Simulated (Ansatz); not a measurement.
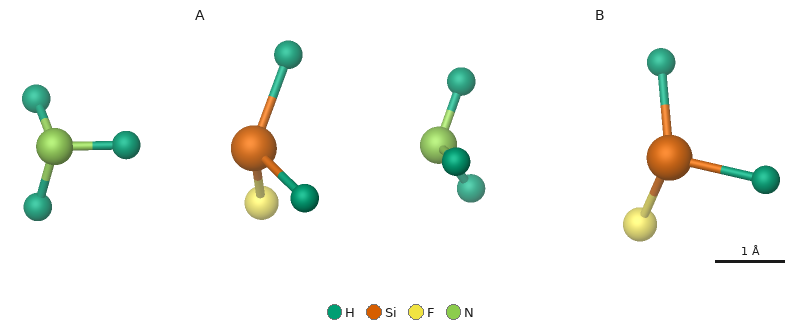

Two geometries of SiNH5F (multiplicity 2) (started from a transition state, displaced along its imaginary mode), drawn at one scale. One is the start of a relaxation, the other its converged end. A ball-and-stick model, seen face on.

The calculation used UKS PBE0-D4/def2-TZVP (Ansatz 0.2.0). (force threshold 0.005 eV/Å; at most 200 steps)

**Which of the two is the end point?**

Structure B is the relaxed one. The atom that moves furthest after the best rigid fit is an H atom (1.20 Å). By element the largest moves are H 1.20 Å, F 0.62 Å, N 0.45 Å, Si 0.36 Å. Among the contacts that change: H–Si 1.901 → 3.199 Å, H–N 1.056 → 1.012 Å, F–Si 1.597 → 1.608 Å, H–Si 1.479 → 1.490 Å. Bond angles that change, for instance: H–N–H 99.5° → 108.1°, H–N–H 104.4° → 108.1°, H–N–H 104.9° → 108.1°. After 27 accepted moves (29 points after the start) the energy has fallen by 11.3 kcal/mol. The largest force component goes from 2 to 0.0042 eV/Å. The line search rejected the trial steps at points 12, 17 of the run. Cost: 28 s on 4 threads of Intel Xeon 6975P-C, on a shared host.
